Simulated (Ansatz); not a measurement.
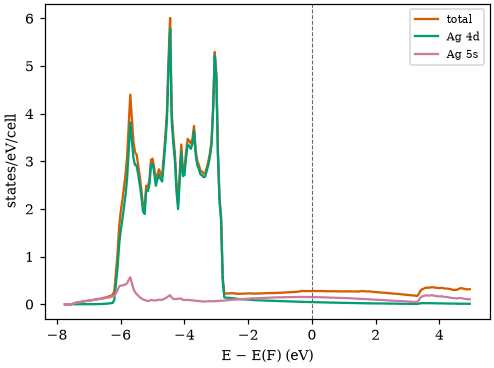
Total and projected density of states of Ag (fcc (Cu type), space group No. 225), PBE (plane waves, PAW; program Ansatz)

Q: Which orbitals carry the states next to the Fermi level?

A: Within 0.5 eV of the Fermi level: Ag 5s 54 %, Ag 4d 16 %, outside the projected shells 29 %. Projections are on Löwdin-orthogonalised atomic valence shells; empty p or d shells of many metals are not among them.

Q: Where is the tallest occupied peak in this window, and what makes it?

A: Near -4.4 eV, about 6.0 states/eV per cell; the largest projected share is Ag 4d.

Space group Fm-3m (fcc (Cu type)). The PBE relaxation kept the symmetry of its start. No spin polarisation was allowed. Spin–orbit coupling is left out wherever it is not named.

Potentials: the later of the program's two PAW sets.
